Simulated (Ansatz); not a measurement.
# GeH (quartet): one geometry, many settings at distance Ge1–H2 = 1.731 Å

What do other methods and options give for GeH (quartet) at this geometry, and how long do they take?

Method: the settings change from run to run; program: Ansatz 0.2.0, Gaussian basis.

18 further runs of the same task are left out: 2 for a mislabelled method, 10 that didn't finish, 6 set aside as unsound or not needed.

### Step 1. The system

The geometry derives from a PBE0/def2-TZVP stationary point (not a proven minimum). One bond is set to the value named and the two fragments are kept rigid. No spin-orbit coupling is included. The filled d shell of Ge may be among the frozen orbitals whatever the setting's name suggests; the logs give the count.

2 atoms, charge 0, spin multiplicity 4.

Atoms are counted from 1 here; the program's logs count them from 0.

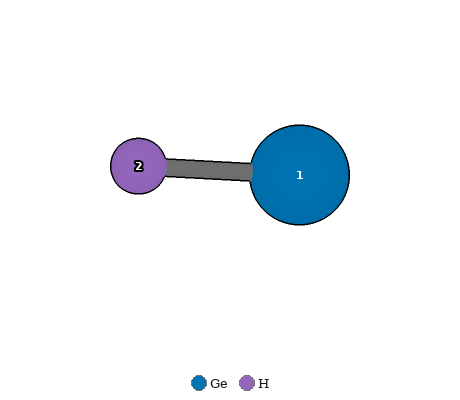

The structure; germanium blue, hydrogen purple; atoms are numbered from 1 in the order of the file.

### Step 2. MP2 on UHF/cc-pVTZ

The input, in.yaml:

```yaml
crystal:
  periodic: [false, false, false]
  atoms:
    - {symbol: Ge, position_ang: [0.000000, 0.000000, 0.000000]}
    - {symbol: H, position_ang: [0.000000, 0.000000, 1.731000]}
basis:
  gaussian: {orbitals: cc-pVTZ}
magnetization: {spin_polarized: true, initial_magnetization: 3}
correlation: {method: mp2, electrons: outside_noble_gas}
output: {forces: true}
```

Launch:

```sh
ansatz run in.yaml --threads 1 --pin off --events-out ev --progress --plain --max-ram 2393MiB
```

Output:

```text
Functional definition: HF
  name "HF"
  cite "Fock, Z. Phys. 61, 126 (1930) doi:10.1007/BF01340294"
  parent pbe
  exchange = exact_x
  correlation = 0
361 factors; integrals over basis functions are off by at most 1.1e-3 eV
mean field evaluation 1: about -56487.1579 eV, gradient 5.2e0 eV
mean field evaluation 2: about -56487.1596 eV, gradient 5.2e0 eV
mean field evaluation 4: about -56487.6213 eV, gradient 9.1e-1 eV
mean field evaluation 8: about -56487.6546 eV, gradient 2.4e-2 eV
mean field -56487.65465879 eV, -2075.8830200031 hartree, gradient 2.9e-6 eV, S^2 3.771090; 0 other end points of the search recorded, 0 dependent functions left out
14 core orbitals not correlated: weight in the atoms' cores, before any rotation towards them, 1.000 or more for the frozen orbitals, at most 0.000 for the correlated occupied ones
reference -56487.65465879 eV, -2075.8830200031 hartree; 4, 1 occupied and 39, 42 virtual orbitals, 361 factors
second order -1.62434027 eV of doubles, -0.00000000 eV of singles
the calculation of the forces begins
mean field evaluation 16: about -56487.6547 eV, gradient 2.9e-6 eV
Total energy: -56489.27899906 eV, -2075.9427134070 hartree
Atom 0 at     0.000000     0.000000     0.000000 Å, force     0.000000    -0.000000     1.553318 eV/Å
Atom 1 at     0.000000     0.000000     1.731000 Å, force    -0.000000     0.000000    -1.553318 eV/Å
Dipole moment:    -0.000000     0.000000     0.024716 e Å
```

Wall time 0.54 s (1 thread of AMD EPYC 9R14, shared host).

From the report: ⟨S²⟩ of the determinant 3.771 (pure quartet: 3.75).

### Step 3. BCCD on UHF/STO-3G

The input, in.yaml:

```yaml
crystal:
  periodic: [false, false, false]
  atoms:
    - {symbol: Ge, position_ang: [0.000000, 0.000000, 0.000000]}
    - {symbol: H, position_ang: [0.000000, 0.000000, 1.731000]}
basis:
  gaussian: {orbitals: STO-3G}
magnetization: {spin_polarized: true, initial_magnetization: 3}
correlation: {method: bccd, electrons: outside_noble_gas}
```

Launched as before.

Output, shortened:

```text
Functional definition: HF
  name "HF"
  cite "Fock, Z. Phys. 61, 126 (1930) doi:10.1007/BF01340294"
  parent pbe
[...]
181 factors; integrals over basis functions are off by at most 1.8e-5 eV
[...]
mean field -55842.08971732 eV, -2052.1589459838 hartree, gradient 6.4e-7 eV, S^2 3.754621; 0 other end points of the search recorded, 0 dependent functions left out
14 core orbitals not correlated, not the lowest: weight in the atoms' cores, before any rotation towards them, 0.972 or more for the frozen orbitals, at most 0.013 for the correlated occupied ones
reference -55842.08971732 eV, -2052.1589459838 hartree; 4, 1 occupied and 1, 4 virtual orbitals, 181 factors
second order -0.36760556 eV of doubles, -0.00000000 eV of singles
cycle   1  -0.54450316 eV  change   -1.8e-1 eV  update   4.8e-2
[...]
cycle  11  -0.71198903 eV  change    3.8e-7 eV  update   1.1e-7
Total energy: -55842.80170635 eV, -2052.1851110979 hartree
```

Run time: 0.15 s. Hardware: 1 thread of AMD EPYC 9R14, shared host.

From the report: ⟨S²⟩ of the determinant 3.755 (pure quartet: 3.75); correlation -0.7120 eV; largest double amplitude 0.14.

### Step 4. BCCD(T) on UHF/cc-pVTZ

Edit in.yaml of step 3 so:

```diff
@@ -6,4 +6,4 @@
 basis:
-  gaussian: {orbitals: STO-3G}
+  gaussian: {orbitals: cc-pVTZ}
 magnetization: {spin_polarized: true, initial_magnetization: 3}
-correlation: {method: bccd, electrons: outside_noble_gas}
+correlation: {method: bccd_t, electrons: outside_noble_gas}
```

Same command.

Output, shortened:

```text
Functional definition: HF
  name "HF"
  cite "Fock, Z. Phys. 61, 126 (1930) doi:10.1007/BF01340294"
  parent pbe
[...]
361 factors; integrals over basis functions are off by at most 1.1e-3 eV
[...]
mean field -56487.65465879 eV, -2075.8830200031 hartree, gradient 2.9e-6 eV, S^2 3.771090; 1 other end points of the search recorded, 0 dependent functions left out
determinant -56487.65465879 eV, -2075.8830200031 hartree, with singles and doubles -56489.78841606 eV, -2075.9614341364 hartree
determinant -56484.18236739 eV, -2075.7554156478 hartree, with singles and doubles -56486.22216230 eV, -2075.8303767280 hartree
14 core orbitals not correlated: weight in the atoms' cores, before any rotation towards them, 1.000 or more for the frozen orbitals, at most 0.000 for the correlated occupied ones
reference -56487.65465879 eV, -2075.8830200031 hartree; 4, 1 occupied and 39, 42 virtual orbitals, 361 factors
second order -1.62434027 eV of doubles, -0.00000000 eV of singles
cycle   1  -2.09629308 eV  change   -1.5e-1 eV  update   1.9e-2
[...]
cycle  10  -2.10495519 eV  change    1.9e-6 eV  update   2.6e-6
perturbative correction -0.07761259 eV, -0.0028522100 hartree
Total energy: -56489.83722657 eV, -2075.9632278895 hartree
```

Run time: 1.1 s. Hardware: 1 thread of AMD EPYC 9R14, shared host.

From the report: ⟨S²⟩ of the determinant 3.771 (pure quartet: 3.75); correlation -2.1826 eV; largest double amplitude 0.09.

### Step 5. BCCD(T) on ROHF/def2-SVP

The input, in.yaml:

```yaml
crystal:
  periodic: [false, false, false]
  atoms:
    - {symbol: Ge, position_ang: [0.000000, 0.000000, 0.000000]}
    - {symbol: H, position_ang: [0.000000, 0.000000, 1.731000]}
basis:
  gaussian: {orbitals: def2-SVP, point_charges: [{charge: 1.00, position_ang: [4.583, 0.266, -0.482]}]}
magnetization: {spin_polarized: false, initial_magnetization: 3}
correlation: {method: bccd_t, electrons: outside_noble_gas}
output: {forces: true}
```

The command is unchanged.

Output, shortened:

```text
Functional definition: HF
  name "HF"
  cite "Fock, Z. Phys. 61, 126 (1930) doi:10.1007/BF01340294"
  parent pbe
[...]
369 factors; integrals over basis functions are off by at most 1.3e-3 eV
[...]
mean field -56479.37238265 eV, -2075.5786519689 hartree, gradient 1.2e-6 eV, S^2 3.750000; 0 other end points of the search recorded, 0 dependent functions left out
[...]
14 core orbitals not correlated: weight in the atoms' cores, before any rotation towards them, 1.000 or more for the frozen orbitals, at most 0.000 for the correlated occupied ones
reference -56479.37238265 eV, -2075.5786519689 hartree; 4, 1 occupied and 19, 22 virtual orbitals, 369 factors
second order -1.39647262 eV of doubles, -0.04641887 eV of singles
cycle   1  -1.76390112 eV  change   -3.2e-1 eV  update   5.4e-2
[...]
cycle  12  -1.91874497 eV  change   -5.8e-7 eV  update   8.1e-7
perturbative correction -0.04495396 eV, -0.0016520275 hartree
[...]
Total energy: -56481.33608158 eV, -2075.6508165735 hartree
Atom 0 at     0.000000     0.000000     0.000000 Å, force     0.075671     0.004392     1.221871 eV/Å
Atom 1 at     0.000000     0.000000     1.731000 Å, force     0.014492     0.000841    -1.236827 eV/Å
Dipole moment:    -0.159127    -0.009236     0.081853 e Å
```

Wall time 0.78 s (1 thread of AMD EPYC 9R14, shared host).

From the report: correlation -1.9637 eV; largest double amplitude 0.10.

### Step 6. CCSD(T) on ROHF/x2c-TZVPPall

The input, in.yaml:

```yaml
crystal:
  periodic: [false, false, false]
  atoms:
    - {symbol: Ge, position_ang: [0.000000, 0.000000, 0.000000]}
    - {symbol: H, position_ang: [0.000000, 0.000000, 1.731000]}
basis:
  gaussian: {orbitals: x2c-TZVPPall}
magnetization: {spin_polarized: false, initial_magnetization: 3}
correlation: {method: ccsd_t, electrons: valence}
```

The command is unchanged.

Output, shortened:

```text
Functional definition: HF
  name "HF"
  cite "Fock, Z. Phys. 61, 126 (1930) doi:10.1007/BF01340294"
  parent pbe
[...]
399 factors; integrals over basis functions are off by at most 1.1e-3 eV
[...]
mean field -57077.80174151 eV, -2097.5705252770 hartree, gradient 5.5e-6 eV, S^2 3.750000; 1 other end points of the search recorded, 0 dependent functions left out
determinant -57077.80174151 eV, -2097.5705252770 hartree, with singles and doubles -57083.59388152 eV, -2097.7833824962 hartree
determinant -57074.52090667 eV, -2097.4499568203 hartree, with singles and doubles -57080.13704557 eV, -2097.6563461182 hartree
9 core orbitals not correlated: weight in the atoms' cores, before any rotation towards them, 1.000 or more for the frozen orbitals, at most 0.000 for the correlated occupied ones
reference -57077.80174151 eV, -2097.5705252770 hartree; 9, 6 occupied and 44, 47 virtual orbitals, 399 factors
second order -5.47482186 eV of doubles, -0.08148068 eV of singles
cycle   1  -5.75353381 eV  change   -2.9e-1 eV  update   1.9e-2
[...]
cycle   9  -5.78061189 eV  change    8.7e-6 eV  update   5.2e-6
perturbative correction -0.20329952 eV, -0.0074711197 hartree
Total energy: -57083.78565293 eV, -2097.7904299654 hartree
Relativity: scalar
```

Run time: 2 s. Hardware: 1 thread of AMD EPYC 9R14, shared host.

From the report: correlation -5.9839 eV; T1 0.023; largest double amplitude 0.09.

### Step 7. CISD/cc-pVTZ

The input, in.yaml:

```yaml
crystal:
  periodic: [false, false, false]
  atoms:
    - {symbol: Ge, position_ang: [0.000000, 0.000000, 0.000000]}
    - {symbol: H, position_ang: [0.000000, 0.000000, 1.731000]}
basis:
  gaussian: {orbitals: cc-pVTZ}
magnetization: {spin_polarized: false, initial_magnetization: 3}
correlation: {active_space: {ras: {orbitals: [1, 3, 39], electrons: 5, max_holes: 2, max_particles: 2}, fixed_orbitals: true}}
accuracy: high
```

Same command.

Output:

```text
Functional definition: HF
  name "HF"
  cite "Fock, Z. Phys. 61, 126 (1930) doi:10.1007/BF01340294"
  parent pbe
  exchange = exact_x
  correlation = 0
729 factors; integrals over basis functions are off by at most 4.1e-9 eV
mean field evaluation 1: about -56486.8769 eV, gradient 5.8e0 eV
mean field evaluation 2: about -56486.8792 eV, gradient 5.8e0 eV
mean field evaluation 4: about -56487.4510 eV, gradient 1.1e0 eV
mean field evaluation 8: about -56487.5114 eV, gradient 2.0e-1 eV
mean field evaluation 16: about -56487.5145 eV, gradient 1.8e-8 eV
mean field -56487.51448503 eV, -2075.8778687124 hartree, gradient 2.7e-8 eV, S^2 3.750000; 0 other end points of the search recorded, 0 dependent functions left out
reference -56487.51448503 eV, -2075.8778687124 hartree; 18, 15 occupied and 39, 42 virtual orbitals, 729 factors
state -56489.75237540 eV, -2075.9601096667 hartree
Total energy: -56489.75237540 eV, -2075.9601096667 hartree
```

Run time: 1.3 s. Hardware: 1 thread of AMD EPYC 9R14, shared host.

From the report: 6,337 determinants.

### Step 8. All runs side by side

Where basis and cores are those of an earlier FCI/cc-pVTZ run (-56489.8362 eV), and the state is the same kind, the miss against it is given.

```
                                           level         correlated  functions  energy (eV)  from FCI (meV)    time
                              MP2 on UHF/cc-pVTZ  outside noble gas         57  -56489.2790           557.2  0.54 s
                              BCCD on UHF/STO-3G  outside noble gas         19  -55842.8017                  0.15 s
                          BCCD(T) on UHF/cc-pVTZ  outside noble gas         57  -56489.8372            -1.1   1.1 s
BCCD(T) on ROHF/def2-SVP (beside a point charge)  outside noble gas         37  -56481.3361                  0.78 s
                    CCSD(T) on ROHF/x2c-TZVPPall            valence         62  -57083.7857                     2 s
                                    CISD/cc-pVTZ  outside noble gas         57  -56489.7524            83.8   1.3 s
```

### Step 9. What came out

| quantity | value |
| --- | --- |
| runs | 6 |
| quickest | BCCD on UHF/STO-3G, 0.15 s |
| slowest | CCSD(T) on ROHF/x2c-TZVPPall, 2 s |

What this shows: Total energies in different bases, with other cores or another treatment of relativity can't be set against each other. CCSD(T) on ROHF/x2c-TZVPPall took 14 times as long as BCCD on UHF/STO-3G; the jobs differ in more than the method. Among the correlated runs with a miss given, it spans -1 to +557 meV.
